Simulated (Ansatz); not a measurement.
# C3H8Cl3NSi: one change and its effect

System: C3H8Cl3NSi.
Method of run A: RKS PBE0-D4/def2-TZVP (Ansatz 0.2.0).

The geometry comes from this level: PBE-D4/def2-SVP. Text and figures count atoms from 1; the logs count them from 0 in places.

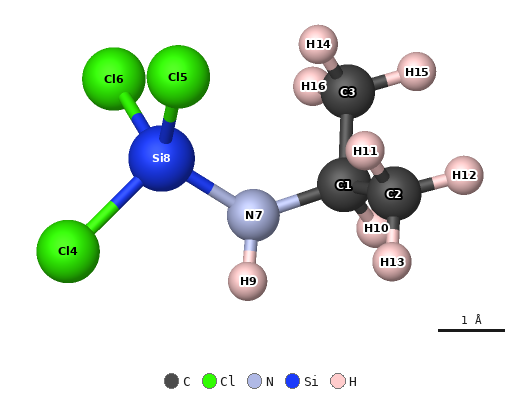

The structure as given in the input (ball-and-stick view, seen at a tilt; atoms are numbered from 1 in the order of the input).

## Input file, run A
```yaml
crystal:
  periodic: [false, false, false]
  atoms:
    - {symbol: C, position_ang: [-0.474085, -0.681924, -0.368019]}
    - {symbol: C, position_ang: [0.780282, -1.395500, -0.892658]}
    - {symbol: C, position_ang: [-0.866210, 0.506602, -1.248852]}
    - {symbol: Cl, position_ang: [0.678276, 0.805415, 3.681475]}
    - {symbol: Cl, position_ang: [2.059372, 1.841489, 0.777727]}
    - {symbol: Cl, position_ang: [-1.008670, 2.775503, 1.549138]}
    - {symbol: N, position_ang: [-0.315270, -0.271951, 1.037616]}
    - {symbol: Si, position_ang: [0.307282, 1.184523, 1.683364]}
    - {symbol: H, position_ang: [-0.266364, -1.055502, 1.695556]}
    - {symbol: H, position_ang: [-1.320679, -1.405625, -0.390164]}
    - {symbol: H, position_ang: [1.646145, -0.702539, -0.896629]}
    - {symbol: H, position_ang: [0.624963, -1.769712, -1.925341]}
    - {symbol: H, position_ang: [1.041753, -2.263487, -0.253375]}
    - {symbol: H, position_ang: [-0.054490, 1.263170, -1.288547]}
    - {symbol: H, position_ang: [-1.049698, 0.167522, -2.287052]}
    - {symbol: H, position_ang: [-1.782616, 1.002026, -0.874249]}
basis:
  gaussian: {orbitals: def2-TZVP, initial_orbitals: start.molden}
hamiltonian: {xc: pbe0, dispersion: d4}
scf: {omitted_lower_state_checks: [starts]}
output: {orbitals: {seedname: orbitals}}
```

Command:
```bash
ansatz run in.yaml --threads 4 --pin off --events-out ev --progress --plain --max-ram 4787MiB
```

Hardware: 4 threads of Arm Neoverse V2, 23 GiB of memory available, shared host.

## Output (run A)
```
Functional definition: PBE0
  parameter a = 0.25
  parameter kappa = 0.804
  parameter beta = 0.06672455060314922
  exchange = (1 - a)*pbe_x(kappa = kappa, mu = beta*pi^2/3) + a*exact_x
  correlation = pbe_c(beta = beta)
these checks for a lower state are left out or cut short: starts
2119 factors; their error is unknown
mean field evaluation 1: about -49948.9980 eV, gradient 2.7e2 eV
mean field evaluation 2: about -50013.8368 eV, gradient 1.0e2 eV
mean field evaluation 4: about -50138.5819 eV, gradient 4.8e1 eV
mean field evaluation 8: about -50164.4843 eV, gradient 5.6e-1 eV
mean field -50164.48483064 eV, -1843.5108148171 hartree, gradient 1.0e-5 eV, S^2 0.000000; 0 other end points of the search recorded, 0 dependent functions left out
reference -50164.48486893 eV, -1843.5108162242 hartree; 49, 49 occupied and 271, 271 virtual orbitals, 2119 factors
Total energy: -50164.98176544 eV, -1843.5290768341 hartree
Checks for a lower state left out: starts
```

For run B the input was changed thus:
```diff
-  gaussian: {orbitals: def2-TZVP, initial_orbitals: start.molden}
+  gaussian: {orbitals: def2-SVP, initial_orbitals: start.molden}
```

Predict how the results change.

The total energy of run B is 482.2 kcal/mol higher, which measures the change of basis and not a stability. The HOMO goes from −7.56 to −7.47 eV. The LUMO goes from −0.08 to 0.32 eV. The basis functions go from 320 to 168. On the same kind of shared host run B took about 0.28 times as long.

## Output (run B)
```
Functional definition: PBE0
  parameter a = 0.25
  parameter kappa = 0.804
  parameter beta = 0.06672455060314922
  exchange = (1 - a)*pbe_x(kappa = kappa, mu = beta*pi^2/3) + a*exact_x
  correlation = pbe_c(beta = beta)
these checks for a lower state are left out or cut short: starts
1647 factors; integrals over basis functions are off by at most 1.0e-3 eV
mean field evaluation 1: about -50143.1236 eV, gradient 8.1e0 eV
mean field evaluation 2: about -50143.3017 eV, gradient 1.2e-1 eV
mean field evaluation 4: about -50143.5737 eV, gradient 1.8e-3 eV
mean field -50143.57374523 eV, -1842.7423466023 hartree, gradient 4.1e-5 eV, S^2 0.000000; 0 other end points of the search recorded, 0 dependent functions left out
reference -50143.57377445 eV, -1842.7423476761 hartree; 49, 49 occupied and 119, 119 virtual orbitals, 1647 factors
Total energy: -50144.07067096 eV, -1842.7606082859 hartree
Checks for a lower state left out: starts
```

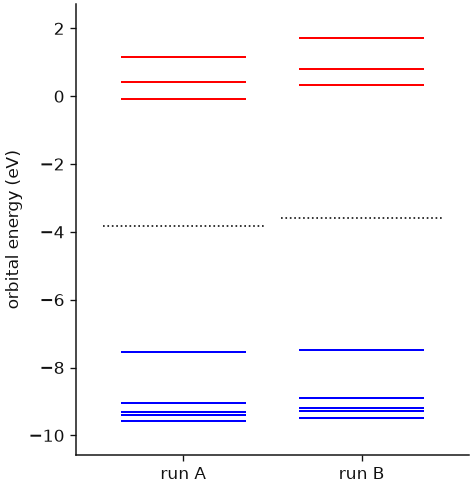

The five highest filled and three lowest empty orbital energies of the two runs; the dotted lines part filled from empty levels. The HOMO–LUMO gap is 7.48 eV in run A and 7.79 eV in run B.

## The two runs side by side

| quantity | run A | run B |
| --- | --- | --- |
| outcome | converged | converged |
| total energy (hartree) | −1843.529077 | −1842.760608 |
| HOMO (eV) | −7.56 | −7.47 |
| LUMO (eV) | −0.08 | 0.32 |
| basis functions | 320 | 168 |
| wall time (shared host) | 13 s | 3.5 s |
